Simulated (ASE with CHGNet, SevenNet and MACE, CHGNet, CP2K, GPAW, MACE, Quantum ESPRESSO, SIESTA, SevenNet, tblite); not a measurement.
## Running H-capped Ge nanowire along [001] with a Si core (65 atoms) with machine-learned potentials

Wanted: machine-learned potentials inputs and outputs for H-capped Ge nanowire along [001] with a Si core (65 atoms), checked against a plane-wave reference.

Program: ASE with CHGNet, SevenNet and MACE. Level of theory: the method is named at each step. Results are calculated unless marked as measured.

## (1) The starting structure

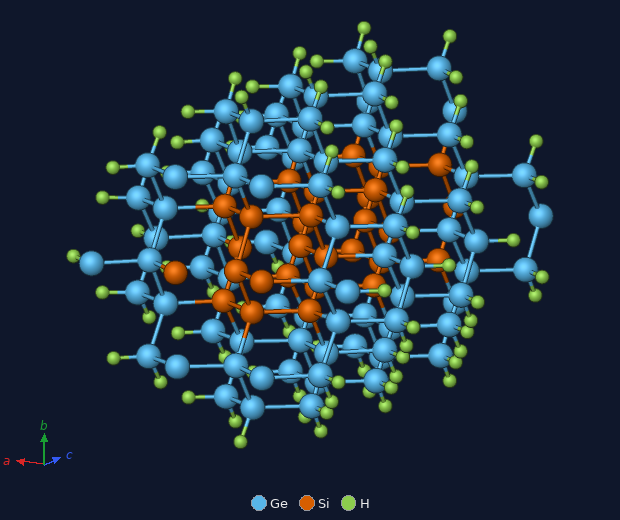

The starting structure, seen at a slant to the c axis (germanium blue, silicon orange, hydrogen green). 1×1×3 cells are drawn. Some periodic images of atoms are drawn too.

The cell holds 65 atoms: 28 Ge, 9 Si and 28 H. Its edges and angles: a = 26.501 Å, b = 26.501 Å, c = 5.658 Å, α = 90.0°, β = 90.0°, γ = 90.0°. It derives from Ge (diamond-structure). Round section of size parameter 6.53 Å cut from diamond-structure Ge (a = 5.658 Å) along [001], 1 period, broken bonds capped with H, 12 Å of vacuum, Si core of radius 3.59 Å. Then every atom was moved at random, 0.02 Å r.m.s. a Cartesian component (hydrogen 0.6 of that). Regions: wire, 37 atoms (28 Ge and 9 Si); hydrogen, 28 atoms (28 H). Vacuum lies along a and b. The structure's axis is c.

The yardstick, on the same geometry:

- method: Kohn-Sham DFT, PBE, SSSP efficiency 1.3.0 pseudopotentials, plane waves (Quantum ESPRESSO 7.5); sssp-pbe-1.3.0-efficiency, cutoffs 60/480 Ry, Γ point
- r.m.s. force component: 0.5593 eV/Å
- longest force: 2.154 eV/Å
- gap (highest filled to lowest empty level): 2.054 eV
- time: 43 min on 1 thread of Arm Neoverse V2, shared host
- CPU time: 43 min

## (2) CHGNet r2SCAN potential

Method: machine-learned interatomic potential CHGNet r2SCAN, trained on r2SCAN plane-wave data.

Contents of run.py:

```python
import numpy as np
from ase.io import read
import mlip  # loads the published weights by name

atoms = read("structure.xyz")
atoms.calc = mlip.calc("chgnet-r2scan")
energy = atoms.get_potential_energy()
forces = atoms.get_forces()
print(f"energy {energy:.6f} eV")
print("forces (eV/A)")
for i, (a, f) in enumerate(zip(atoms, forces)):
    print(f"{i:4d} {a.symbol:2s} {f[0]:10.5f} {f[1]:10.5f} {f[2]:10.5f}")
```

Contents of structure.xyz:

```xyz
65
Lattice="26.50091 0.00000 0.00000 0.00000 26.50091 0.00000 0.00000 0.00000 5.65800" Properties=species:S:1:pos:R:3 pbc="T T T"
Ge 9.29387 9.25544 1.43498
Ge 9.22285 11.25282 2.85010
Ge 7.24164 11.24275 4.27671
Ge 7.26496 13.23826 0.00136
Ge 9.26763 13.25523 1.38219
Ge 9.24246 15.23882 2.83754
Ge 7.26973 15.22822 4.21889
Ge 9.26498 17.26932 1.39413
Ge 13.18950 7.23899 2.80422
Ge 11.21307 7.22812 4.28073
Ge 11.27587 9.19158 0.02801
Ge 13.23323 9.26207 1.42898
Si 13.21070 11.25494 2.79166
Si 11.28541 11.24460 4.24537
Si 11.27826 13.25708 0.00464
Si 13.22210 13.24621 1.42989
Si 13.25761 15.26929 2.82408
Si 11.22685 15.27009 4.24786
Ge 11.26819 17.26932 5.63531
Ge 13.26848 17.26243 1.44483
Ge 13.25337 19.29001 2.82985
Ge 11.26633 19.32897 4.25951
Ge 15.18052 7.23899 4.23235
Ge 15.23140 9.27373 0.04232
Ge 17.29555 9.25120 1.41331
Ge 17.24891 11.21625 2.80790
Si 15.28095 11.27110 4.19829
Si 15.28970 13.23641 5.65279
Ge 17.27250 13.29683 1.46186
Ge 17.26269 15.22636 2.80478
Si 15.23696 15.26161 4.22008
Ge 15.30507 17.26799 0.00543
Ge 17.32391 17.30536 1.37721
Ge 15.20463 19.24178 4.27784
Ge 19.29107 11.21651 4.19337
Ge 19.23489 13.22819 0.04662
Ge 19.27862 15.19986 4.23597
H 7.97783 9.25067 0.54294
H 9.20483 7.98684 2.25986
H 7.22971 10.00462 5.10623
H 5.97834 11.23321 3.35587
H 5.99292 13.24886 0.86601
H 6.01915 15.22212 3.38309
H 7.22335 16.48754 5.17283
H 8.01202 17.24229 0.57355
H 9.21437 18.52652 2.28696
H 13.27987 5.94972 1.92049
H 10.00939 7.23952 3.34139
H 11.22552 6.00564 5.11500
H 13.26132 20.47381 1.97679
H 9.98899 19.25238 3.33533
H 11.23718 20.51488 5.14522
H 16.47138 7.23687 3.35633
H 15.21682 6.02286 5.11868
H 18.46239 9.21993 0.52031
H 17.23407 7.99718 2.34360
[... 5 atom lines left out ...]
H 20.50481 11.25308 3.37652
H 20.50746 13.26079 0.84678
H 20.48414 15.25790 3.35316
H 19.28180 16.49973 5.14029
```

Started as:

```bash
$ OMP_NUM_THREADS=1 python run.py > output.txt
```

What it wrote:

```text
CHGNet vr2scan initialized with 412,525 parameters
CHGNet will run on cpu
energy -556.263672 eV
forces (eV/A)
   0 Ge   -0.37242    0.25184   -0.41333
   1 Ge    0.21061   -0.09502    0.08241
   2 Ge   -0.07305    0.89830   -0.52762
   3 Ge    0.12299    0.01292   -0.36108
   4 Ge    0.08917   -0.05908   -0.00917
   5 Ge    0.06724    0.16400    0.02382
   6 Ge    0.32123    0.12344    0.53252
   7 Ge    0.45865   -0.07216    0.29445
   8 Ge    0.08518   -0.05485    0.30513
   9 Ge    0.38185    0.79381   -0.54804
  10 Ge   -0.22081    0.26382   -0.21137
  11 Ge    0.06009    0.02664    0.14392
  12 Si    0.13828    0.18974    0.21947
  13 Si    0.01350    0.10515    0.04938
  14 Si    0.09615   -0.01811   -0.13486
  15 Si    0.23958    0.07044   -0.14133
  16 Si   -0.07357   -0.21664    0.10082
  17 Si    0.26709   -0.20222   -0.03119
  18 Ge   -0.11835    0.04883   -0.01951
  19 Ge    0.03645   -0.12551    0.00034
  20 Ge   -0.01000   -1.23300    1.17629
  21 Ge   -0.05867   -0.82834   -0.80744
  22 Ge   -0.04838    0.40491   -0.37112
  23 Ge    0.12852   -0.01220   -0.37132
[...]
57 H     0.28416    0.00883   -0.21311
  58 H    -0.66305    0.19450    0.65850
  59 H    -0.04656    0.33282    0.27444
  60 H     0.28265    0.26298   -0.43153
  61 H     0.91445    0.02960   -0.59686
  62 H     0.45145    0.00513    0.27824
  63 H     0.31220   -0.02017   -0.26068
  64 H     0.19895   -0.58788   -0.56801
```

Elapsed: 4.9 s, on 1 thread of Arm Neoverse V2, shared host; peak memory 0.58 GiB.

Banners, paths, timers and routine set-up lines are dropped from the logs unmarked, and long logs keep their key lines alone; longer cuts are marked.

Compared with the plane-wave run:

```
r.m.s. force component                  : 0.4003 eV/Å
r.m.s. difference of force components   : 257.7 meV/Å
longest difference of force vectors     : 933.4 meV/Å
force difference over r.m.s. force      : 46.08 %
slope of forces against the reference's : 0.65
correlation of force components         : 0.9082
```

Length of the force difference by element (eV/Å):

| element | atoms | mean | most |
| --- | --- | --- | --- |
| Ge | 28 | 0.46 | 0.93 |
| H | 28 | 0.38 | 0.68 |
| Si | 9 | 0.35 | 0.53 |

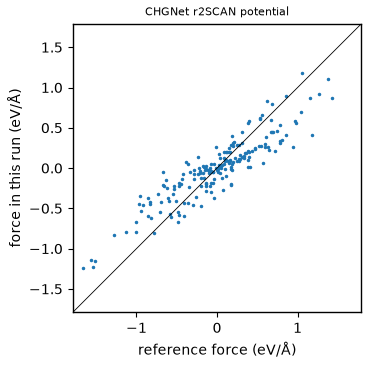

Force components against those of the reference; the line marks equality.

A closer look about Ge5, picked at random: 9 atoms, nearest first, numbered in the order of the input, with positions taken from that point.

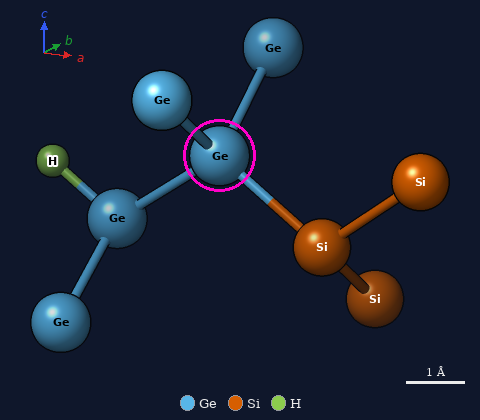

The atoms of the table, within 4.0 Å (arrows a, b, c point along x, y, z); some may hide others; the central atom is ringed.

| atom | x | y | z | distance (Å) | Fx | Fy | Fz (eV/Å) |
| --- | --- | --- | --- | --- | --- | --- | --- |
| Ge5 | 0.00 | 0.00 | 0.00 | 0.00 | 0.09 | -0.06 | -0.01 |
| Ge4 | -2.00 | -0.02 | -1.38 | 2.43 | 0.12 | 0.01 | -0.36 |
| Si15 | 2.01 | 0.00 | -1.38 | 2.44 | 0.10 | -0.02 | -0.13 |
| Ge6 | -0.03 | 1.98 | 1.46 | 2.46 | 0.07 | 0.16 | 0.02 |
| Ge2 | -0.04 | -2.00 | 1.47 | 2.48 | 0.21 | -0.10 | 0.08 |
| H42 | -3.27 | -0.01 | -0.52 | 3.32 | 0.03 | 0.00 | -0.02 |
| Si16 | 3.95 | -0.01 | 0.05 | 3.95 | 0.24 | 0.07 | -0.14 |
| Si18 | 1.96 | 2.01 | -2.79 | 3.96 | 0.27 | -0.20 | -0.03 |
| Ge3 | -2.03 | -2.01 | -2.76 | 3.97 | -0.07 | 0.90 | -0.53 |

Atoms are counted from 1 here, from 0 in the log.

Forces lie 46 % from the reference's, at 0.0013 times its CPU time.

## (3) SevenNet 0 potential

Method: machine-learned interatomic potential SevenNet 0, trained on PBE(+U) plane-wave data.

run.py, as its differences from that of step 2:

```diff
@@ -5,3 +5,3 @@
 atoms = read("structure.xyz")
-atoms.calc = mlip.calc("chgnet-r2scan")
+atoms.calc = mlip.calc("7net-0")
 energy = atoms.get_potential_energy()
```

structure.xyz is that of step 2.

What it wrote:

```text
energy -263.788330 eV
forces (eV/A)
   0 Ge   -0.65861    0.25845   -0.44077
   1 Ge    0.51882   -0.02137    0.20610
   2 Ge   -0.42575    0.48893   -0.96506
   3 Ge   -0.24441    0.08291   -0.01759
   4 Ge    0.39598   -0.11369   -0.04129
   5 Ge    0.40083    0.31221   -0.12203
   6 Ge   -0.00009    0.28707    0.44045
   7 Ge    0.56704   -0.19967    0.48165
   8 Ge    0.09679   -0.44084    0.03608
   9 Ge    0.30087    0.38626   -0.32282
  10 Ge   -0.25659    0.66979   -0.53763
  11 Ge    0.15379    0.27487    0.35283
  12 Si    0.34789    0.39527    0.54505
  13 Si    0.01694    0.24401    0.11396
  14 Si    0.22060   -0.01612   -0.38831
  15 Si    0.38925    0.15019   -0.22202
  16 Si   -0.20354   -0.47643    0.31182
  17 Si    0.61194   -0.45395   -0.04331
  18 Ge   -0.07335   -0.02157   -0.09663
  19 Ge    0.02354   -0.31312    0.03079
  20 Ge   -0.14319   -0.91523    0.76214
  21 Ge   -0.19575   -0.88448   -0.45773
  22 Ge    0.10413    0.58022    0.05042
  23 Ge    0.38574    0.13714   -0.54066
[...]
57 H     0.61190    0.04348   -0.36168
  58 H    -0.76667    0.45199    0.87077
  59 H     0.00674    0.66222    0.37394
  60 H     0.56504    0.32270   -0.61173
  61 H     1.16017   -0.02292   -0.68206
  62 H     0.55254   -0.00987    0.31382
  63 H     0.71701   -0.04353   -0.38030
  64 H     0.47033   -0.70654   -0.80650
```

Wall time 9.2 s (1 thread); peak memory 0.7 GiB.

Compared with the plane-wave run:

```yaml
r_m_s_force_component: 0.4851 eV/Å
r_m_s_difference_of_force_components: 247.4 meV/Å
longest_difference_of_force_vectors: 870.4 meV/Å
force_difference_over_r_m_s_force: 44.23 %
slope_of_forces_against_the_reference_s: 0.7783
correlation_of_force_components: 0.8974
```

Against the first run (46 %), the force difference from the reference is 44 %, at 2.1 times the CPU time.

## (4) MACE MP-0b3 medium potential

Method: machine-learned interatomic potential MACE MP-0b3 medium, trained on PBE(+U) plane-wave data.

run.py, as its differences from that of step 3:

```diff
@@ -5,3 +5,3 @@
 atoms = read("structure.xyz")
-atoms.calc = mlip.calc("7net-0")
+atoms.calc = mlip.calc("mace-mp-0b3-medium")
 energy = atoms.get_potential_energy()
```

structure.xyz is that of step 3.

What it wrote:

```text
energy -262.011723 eV
forces (eV/A)
   0 Ge   -0.85001    0.09999   -0.46421
   1 Ge    0.62172    0.15448    0.16029
   2 Ge   -0.44773    0.44582   -0.76956
   3 Ge    0.25553    0.13925   -0.25328
   4 Ge    0.16613   -0.13480    0.21654
   5 Ge    0.48660    0.19430   -0.19567
   6 Ge   -0.01236    0.39345    0.76983
   7 Ge    0.34649   -0.03537    0.55214
   8 Ge    0.04462    0.06635    0.20316
   9 Ge    0.19232    0.37020   -0.64237
  10 Ge   -0.08738    0.82122   -0.50169
  11 Ge    0.11048    0.02931    0.18692
  12 Si    0.35751    0.28953    0.57487
  13 Si   -0.18098    0.02591    0.15032
  14 Si    0.11702    0.00693   -0.44564
  15 Si    0.38183    0.14058   -0.20172
  16 Si   -0.24437   -0.38986    0.37761
  17 Si    0.46827   -0.33468   -0.06390
  18 Ge    0.06966   -0.05595   -0.07163
  19 Ge    0.06982   -0.07746   -0.21643
  20 Ge   -0.14075   -1.44471    0.94262
  21 Ge   -0.40514   -0.86574   -0.72963
  22 Ge    0.29047    0.49895   -0.15351
  23 Ge    0.24519    0.15687   -0.59793
[...]
57 H     0.10256    0.19964    0.10579
  58 H    -0.51150   -0.01164    0.45574
  59 H    -0.10599    0.68049    0.50679
  60 H     0.07543    0.07920   -0.26141
  61 H     1.12382    0.10648   -0.75624
  62 H     0.89241    0.00629    0.45488
  63 H     0.69279   -0.14277   -0.49348
  64 H     0.01244   -0.50322   -0.42885
```

The job ended after 6.9 s (1 thread; peak memory 0.75 GiB).

Numbers from this run, and their distance from the reference:

```yaml
r_m_s_force_component: 0.4752 eV/Å
r_m_s_difference_of_force_components: 162.7 meV/Å
longest_difference_of_force_vectors: 660 meV/Å
force_difference_over_r_m_s_force: 29.09 %
slope_of_forces_against_the_reference_s: 0.8185
correlation_of_force_components: 0.9635
```

Against the first run (46 %), the force difference from the reference is 29 %, at 2.1 times the CPU time.

## (5) Side by side

Differences are against the plane-wave reference, forces as r.m.s. over components; share is that over the reference's r.m.s. force, slope the least-squares factor from reference forces to these. Total energies of different programs have different zeros and aren't compared.

| run | Δ force, r.m.s. (meV/Å) | share (%) | slope | cores | CPU time | memory (GiB) |
| --- | --- | --- | --- | --- | --- | --- |
| reference | - | - | - | 1 | 43 min | 12 |
| CHGNet r2SCAN potential | 258 | 46.1 | 0.650 | 1 | 3.3 s | 0.58 |
| SevenNet 0 potential | 247 | 44.2 | 0.778 | 1 | 6.9 s | 0.7 |
| MACE MP-0b3 medium potential | 163 | 29.1 | 0.819 | 1 | 6.9 s | 0.75 |

Times of the machine-learned potentials are mostly Python's start and the loading of weights.

CPU time is summed over cores on a shared host, where runs went side by side, so it is rough. Symmetry, cutoffs, thresholds, outputs and thread counts weren't matched or tuned between programs; memory under MPI is the largest rank's times the ranks.

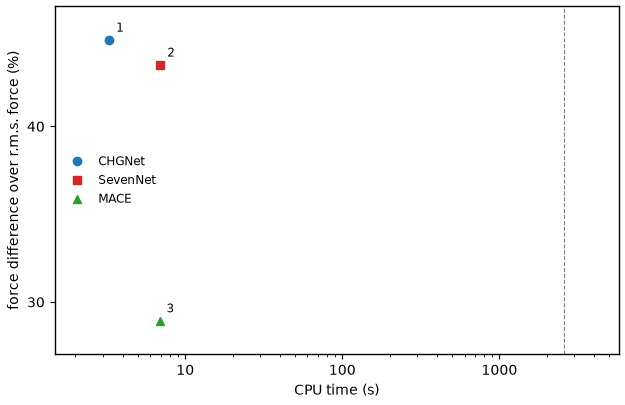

Force difference against CPU time; the dashed line marks the reference's time. Points: 1 CHGNet r2SCAN potential; 2 SevenNet 0 potential; 3 MACE MP-0b3 medium potential.

## (6) Outcome

```
nearest in forces : MACE MP-0b3 medium potential, 29 %
its CPU time      : 6.9 s
```

**Reading.** Machine-learned potentials differ by 29 % (MACE MP-0b3 medium potential) to 46 % (CHGNet r2SCAN potential); they were trained on other programs' data, some at another functional. Among those trained on PBE data the slope goes as low as 0.78, with a correlation of 0.90, so directions differ as well as sizes. Machine-learned potentials mimic data converged in k, so the reference's own k-point error enters their differences. The cell is under 6 Å thick along one periodic direction, so every atom has periodic images of itself close by, which move with it and show among its neighbours and in g(r). The electronic-structure runs sample only Γ, in a cell whose periodic width is 6 Å.

[Also dropped from logs without a mark: logging warnings of Python, and SIESTA's first energy breakdown and zero terms.]

[Logs are printed without paths, hosts, clocks, repeated set-up lines and the standing remarks that a program may print on its own settings, such as how far it seeks lower states.]

[Hosts, paths, dates, database ids (printed as entryN), source tags and the programs' standing remarks are cut or masked in the printed files.]
